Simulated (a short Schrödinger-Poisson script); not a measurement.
Structure: gated Al0.4Ga0.6N/GaN polarisation-induced gas, at 77 K.

| layer | material | thickness (nm) | Na (cm⁻³) |
|---|---|---|---|
| 1 | Al0.4Ga0.6N | 15 | - |
| 2 | GaN | 6000 | 6e14 |

Constants are typed, rounded textbook-type inputs, not results; the design itself was drawn at random and stands for no fabricated device. Al0.4Ga0.6N: permittivity 9.26, conduction-band edge (eV) 0.58, gap (eV) 4.258, electron mass (mₑ) 0.248, Nv at 300 K (cm⁻³) 4.6e19. GaN: permittivity 9.5, conduction-band edge (eV) 0, gap (eV) 3.43, Nv at 300 K (cm⁻³) 4.6e19.

Channel valleys (confinement mass, in-plane density-of-states mass, number): Γ 0.2, 0.2, 1. At the gate the conduction-band edge of layer 1 lies 1.36 eV − eVg above the Fermi level of the channel; the field vanishes at the back. Sheet of polarisation charge: +2e13 e/cm² at 15 nm from the gate. The barrier under the gate holds no holes. Gaps are held at their typed values at every temperature. Mesh 0.08 nm at interfaces.

From a short Schrödinger-Poisson script (our own, NumPy): 1D Poisson equation in equilibrium, electrons quantum, Hartree (BenDaniel-Duke, 40 states a valley, the channel's in-plane mass for all, wave functions free to enter the barrier), parabolic valleys, classical holes, full ionisation, no traps, pinning or gate leakage.

Only gate voltages with over 1e8 electrons/cm² are shown.

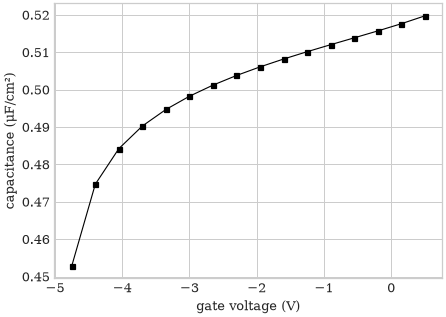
Quasi-static capacitance against gate voltage

| Vg (V) | electrons (cm⁻²) | in the channel layer | C (μF/cm²) | Γ E0 (meV) | Γ E1 (meV) |
|---|---|---|---|---|---|
| 0.5 | 1.72e13 | 1.57e13 | 0.520 | -180.6 | -23.8 |
| 0.15 | 1.60e13 | 1.48e13 | 0.518 | -169.9 | -21.1 |
| -0.2 | 1.49e13 | 1.39e13 | 0.516 | -159.0 | -18.4 |
| -0.55 | 1.38e13 | 1.29e13 | 0.514 | -148.0 | -15.8 |
| -0.9 | 1.27e13 | 1.20e13 | 0.512 | -136.9 | -13.3 |
| -1.25 | 1.15e13 | 1.10e13 | 0.510 | -125.8 | -10.8 |
| -1.6 | 1.04e13 | 9.98e12 | 0.508 | -114.5 | -8.3 |
| -1.95 | 9.32e12 | 8.96e12 | 0.506 | -103.1 | -5.8 |
| -2.3 | 8.22e12 | 7.95e12 | 0.504 | -91.7 | -3.3 |
| -2.65 | 7.12e12 | 6.92e12 | 0.501 | -80.1 | -0.6 |
| -3 | 6.03e12 | 5.89e12 | 0.498 | -68.4 | 2.3 |
| -3.35 | 4.94e12 | 4.85e12 | 0.495 | -56.6 | 5.4 |
| -3.7 | 3.87e12 | 3.81e12 | 0.490 | -44.7 | 8.9 |
| -4.05 | 2.80e12 | 2.77e12 | 0.484 | -32.6 | 12.9 |
| -4.4 | 1.75e12 | 1.74e12 | 0.475 | -20.2 | 17.3 |
| -4.75 | 7.37e11 | 7.35e11 | 0.453 | -6.5 | 22.4 |

Subbands count from the Fermi level.
